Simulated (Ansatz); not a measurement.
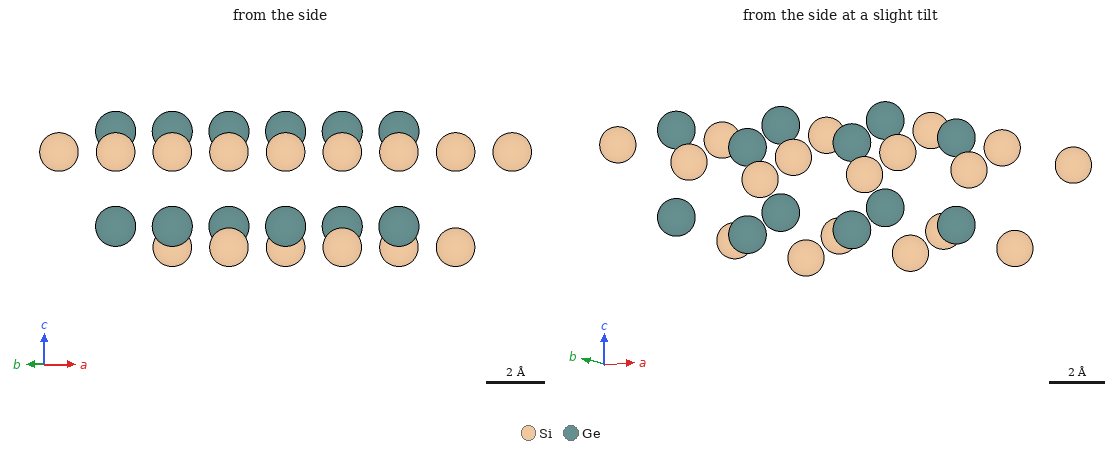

A spheres-only picture of a periodic slab, seen from the side and from the side at a slight tilt. The surface normal points up in side views; the vacuum is left out. 3×2 cells are drawn in the plane, with atoms at the edges repeated.

The cell holds 2 Si, 2 Ge.

### Name the terminations.

The top face ends in Ge, the bottom face in Si. The faces differ, so the slab can carry a dipole.

### Read the thickness off the scale bar.

About 4.0 Å from the lowest to the highest atom.

### State the number of planes and their content from above.

Four planes: Ge / Si / Ge / Si.

The initial geometry was a structure type filled with these elements by a generator (whether the compound takes this form wasn't checked). What is shown is the relaxed result from DFT PBE+D3(BJ), scalar-relativistic, plane waves, PAW in Ansatz 0.2.0.
